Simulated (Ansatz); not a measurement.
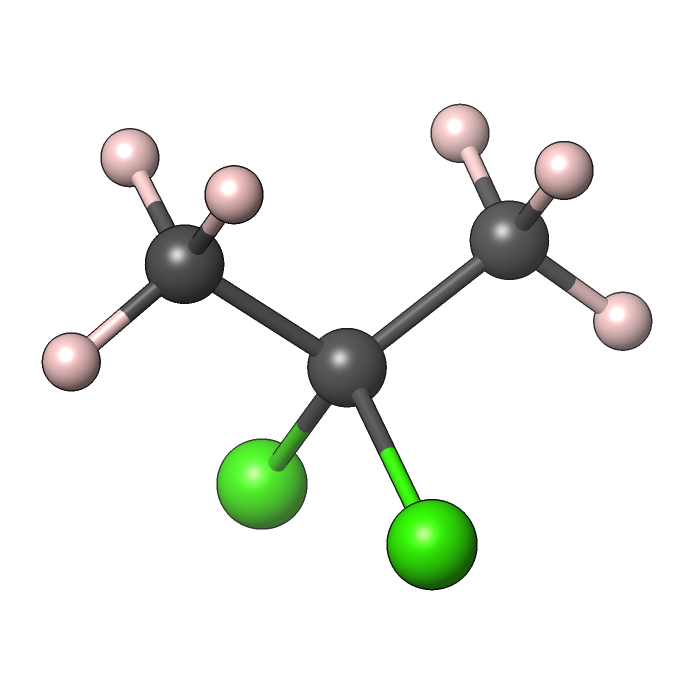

Colours: carbon dark grey, chlorine green, hydrogen pink.

The geometry was computed by an optimisation with PBE0-D4/def2-TZVP.

Identify the structure.

The molecule is C₃H₆Cl₂. Its SMILES string is `CC(C)(Cl)Cl`. It has no ring. Among its groups: C–Cl bond. This geometry has C2v symmetry. Coordination: 3 C tetrahedral.

The parts below concern this one geometry. Atoms keep their numbers from picture to picture.

Geometry

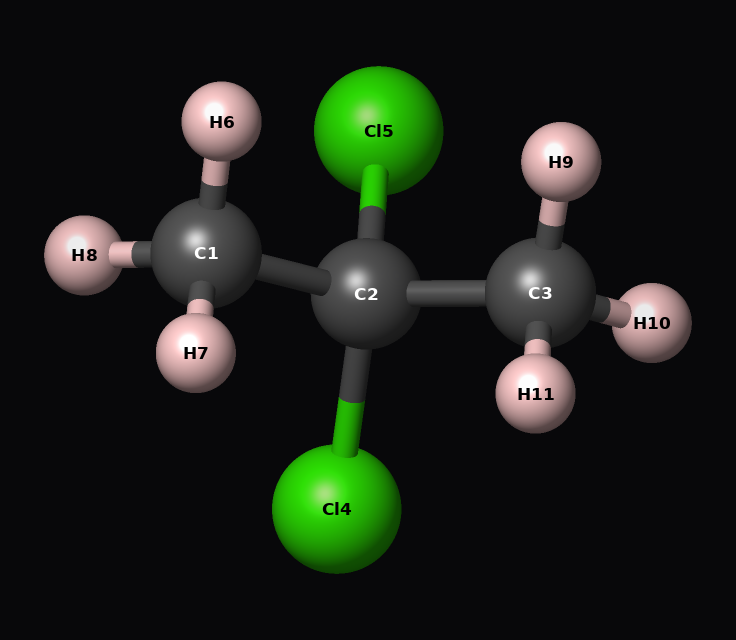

Give these bond angles: C1–C2–C3, C1–C2–Cl4, Cl4–C2–Cl5, C2–C1–H8, C2–C1–H6.

```json
{"angle": "C1–C2–C3", "degrees": "113.5"}
{"angle": "C1–C2–Cl4", "degrees": "108.7"}
{"angle": "Cl4–C2–Cl5", "degrees": "108.2"}
{"angle": "C2–C1–H8", "degrees": "110.7"}
{"angle": "C2–C1–H6", "degrees": "109.5"}
```

Levels of theory compared

Program: Ansatz 0.2.0.

Compare dipole (D), HOMO–LUMO gap (eV) at these levels: B3LYP-D4/def2-TZVPP; PBE-D4/def2-TZVPP; r2SCAN-D4/def2-TZVPP; ωB97M-V/def2-TZVPP.

```json
{"level": "B3LYP-D4/def2-TZVPP", "dipole (D)": "2.23", "HOMO–LUMO gap (eV)": "8.02"}
{"level": "PBE-D4/def2-TZVPP", "dipole (D)": "2.18", "HOMO–LUMO gap (eV)": "6.03"}
{"level": "r2SCAN-D4/def2-TZVPP", "dipole (D)": "2.32", "HOMO–LUMO gap (eV)": "6.58"}
{"level": "ωB97M-V/def2-TZVPP", "dipole (D)": "2.23", "HOMO–LUMO gap (eV)": "13.05"}
```

Thermal motion

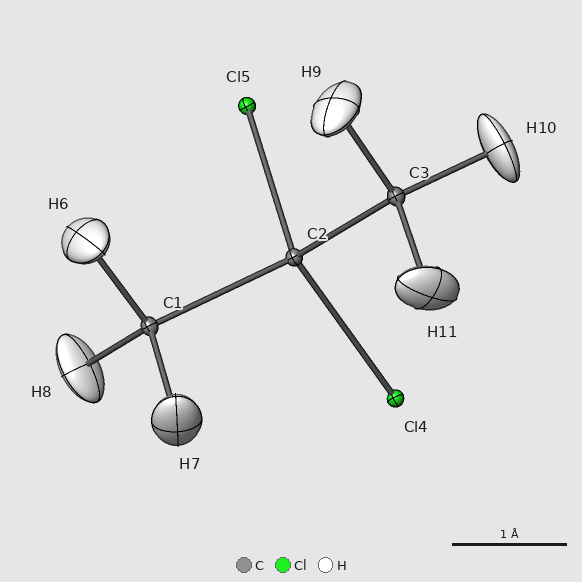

Displacement ellipsoids at the 50 % level, from the internal vibrations of the free molecule (harmonic, no overall translation or rotation; no half-axis is drawn under 0.075 Å). Vibrations computed with RKS PBE0-D4/def2-TZVP (Ansatz 0.2.0). Temperature: 298 K.

Which atom has the largest mean-square displacement?

Answer. H8, H10, with U_eq = 0.0245 Å².

Does H10 move more along its bond or across it?

Answer. Across it: the root-mean-square amplitude is 0.083 Å along the bond and up to 0.215 Å across, since bending and torsion are softer than stretching.

Give the displacement parameters, one line for each set of equivalent atoms.

```
           atom  U_eq (Å²)   rms amplitudes (Å)
         C1, C3     0.0025  0.042, 0.052, 0.055
             C2     0.0018  0.041, 0.042, 0.043
       Cl4, Cl5    0.00089  0.023, 0.027, 0.038
H6, H7, H9, H11     0.0244  0.087, 0.143, 0.212
        H8, H10     0.0245  0.082, 0.144, 0.215
```

Charges

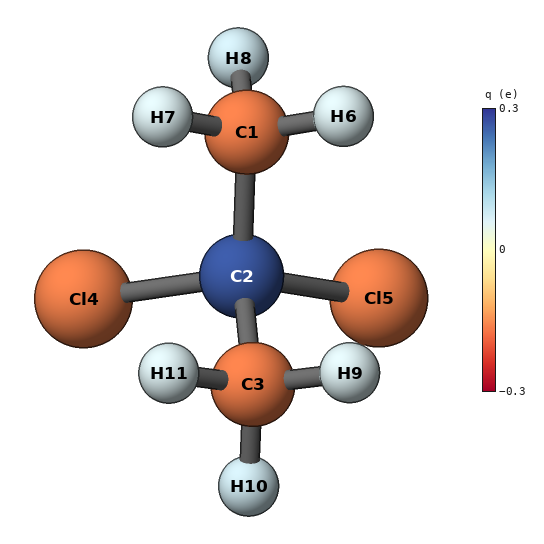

Atoms are coloured by their Mulliken charges. Method: RKS r2SCAN-D4/def2-TZVPP (Ansatz 0.2.0).

Which atom carries the highest charge (most positive or least negative)?

Answer. C2 (0.26 e).

And the lowest?

Answer. C1, C3, Cl4, Cl5 (−0.16 e).

Give the Mulliken charges atom by atom.

```
atom  value (e)
  C1      −0.16
  C2       0.26
  C3      −0.16
 Cl4      −0.16
 Cl5      −0.16
  H6       0.06
  H7       0.06
  H8       0.07
  H9       0.06
 H10       0.07
 H11       0.06
```

Mulliken values depend strongly on the basis set and can even reverse the polarity of a bond.
